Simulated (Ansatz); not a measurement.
**CH₄AlNSn: density, localisation and related maps**

Input

```
crystal:
  periodic: [false, false, false]
  atoms:
    - symbol: C
      position_ang: [0.108868, 2.880921, -0.023270]
    - symbol: Al
      position_ang: [0.287915, 1.135588, -0.880925]
    - symbol: N
      position_ang: [-1.362816, 0.572014, -0.440728]
    - symbol: Sn
      position_ang: [-1.966178, 2.276727, 0.584079]
    - symbol: H
      position_ang: [0.110702, 3.780508, -0.663613]
    - symbol: H
      position_ang: [0.751380, 3.107535, 0.845624]
    - symbol: H
      position_ang: [1.394429, 0.334051, -1.702162]
    - symbol: H
      position_ang: [-1.927403, -0.261308, -0.578119]
basis:
  gaussian:
    orbitals: def2-TZVPD
output: {forces: true, orbitals: {seedname: orbitals}}
hamiltonian:
  xc: {name: PBE0}
```

Launched as:

```sh
ansatz run input.yaml --threads 1 --pin off --max-ram 2610MiB --events-out events.jsonl --progress --plain --runs-dir runs
```

Geometry: PBE0-D3(BJ)/def2-SVP; core potentials replace the inner electrons of Sn.

The calculation used isolated molecule in a Gaussian basis; Kohn-Sham density functional theory, functional PBE0 in Ansatz 0.2.0.

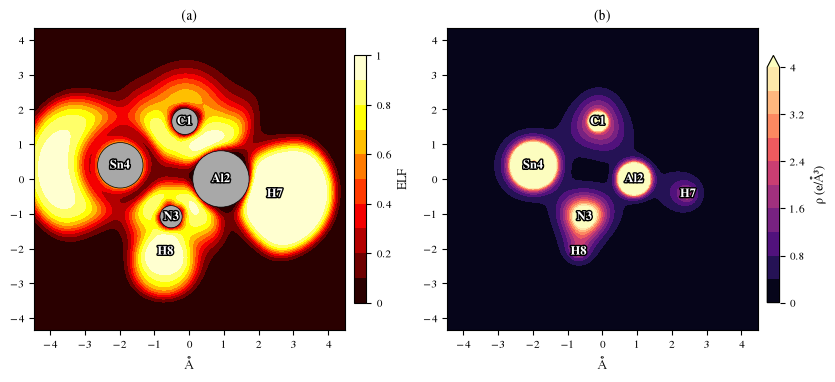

Figure 1. (a) electron localisation function; (b) electron density on the plane of atoms N3, Al2 and H7. Grey discs cover the atomic cores in the ELF map.

Read the bonding off the picture.

- The section cuts through C, Al, N, Sn and H sites.
- Al–N (1.80 Å): ρ is about 0.8 e/Å³ halfway; the ELF peaks at about 0.90 in the valence shell of N, 0.7 Å from its nucleus, and is about 0.65 at the midpoint.
- C–Al (1.95 Å): ρ is about 0.7 e/Å³ halfway; the ELF peaks at about 0.95 between the atoms (a polar covalent bond).
- Sn–N (2.08 Å): ρ at the midpoint is about 0.7 e/Å³; the ELF peaks at about 0.85 in the valence shell of N, 0.6 Å from its nucleus, and drops to about 0.15 between the two atoms.
- C–Sn (2.24 Å): the density is about 0.59 e/Å³ at the midpoint; the ELF peaks at about 0.90 in the valence shell of C, 0.8 Å from its nucleus, and drops to about 0.20 between the two atoms.
- N–H (1.02 Å): ρ at the midpoint is about 2.8 e/Å³; the ELF climbs to about 1 towards the hydrogen, as it does in any bond to H: a covalent bond by its length.

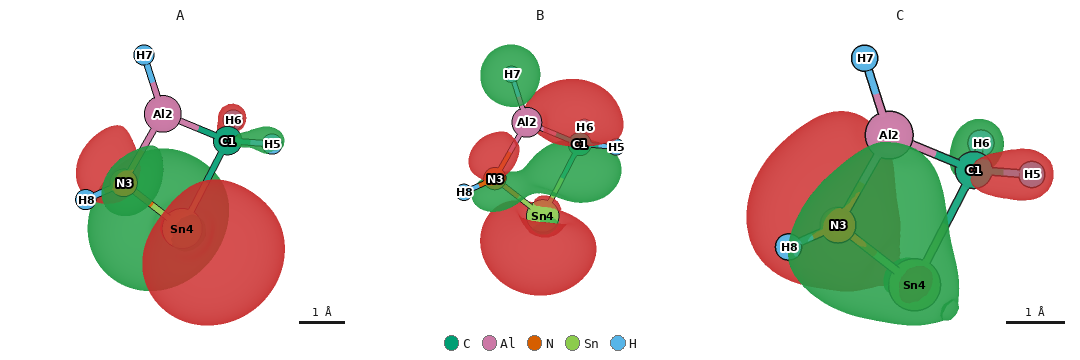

Figure 2. Three frontier orbitals at ±0.08 Å⁻³ᐟ² (green and red are the two phases), in no order.

Which picture is the HOMO−1, the HOMO and the LUMO?

C is the HOMO−1 (−7.52 eV). It lies mainly on N3 (about 65 %), Sn4 (about 15 %) and Al2 (about 15 %). B is the HOMO (−5.90 eV). It lies mainly on Sn4 (about 45 %), C1 (about 30 %) and Al2 (about 10 %). A is the LUMO (−2.01 eV). By Hirshfeld shares it lies mainly on Sn4 (about 80 %) and N3 (about 10 %).

What is the HOMO–LUMO gap?

3.89 eV between the orbital energies.
